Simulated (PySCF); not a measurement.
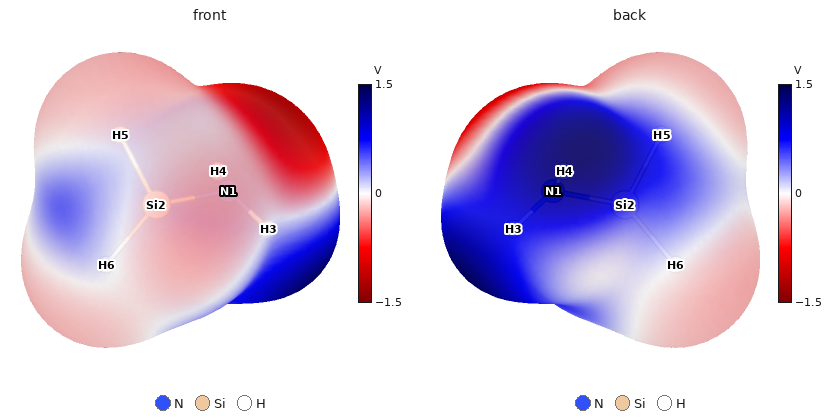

The picture shows: H4NSi (doublet). The electrostatic potential painted on the density surface at 0.001 e/bohr³, seen from the front and from behind; the colour scale runs from red (negative) to blue (positive).

Geometry: GFN2-xTB.

The calculation used UKS B3LYP, pcH-1 on H N Si, non-relativistic, mean-field spin-orbit, GIAO in PySCF.

```
atom    x (Å)    y (Å)    z (Å)
   N  -0.8908  -0.1017   0.1823
  Si   0.8093   0.1415   0.3158
   H  -1.5170   0.6514   0.4165
   H  -1.2505  -0.6012  -0.6204
   H   1.4317  -1.1728   0.3049
   H   1.4205   1.0848  -0.6208
```

Where is the surface potential most negative and most positive?

The most negative region (about −1.2 V) lies over N1, the most positive (about +1.4 V) over H3 and H4. N1 is the likeliest acceptor of a hydrogen bond.
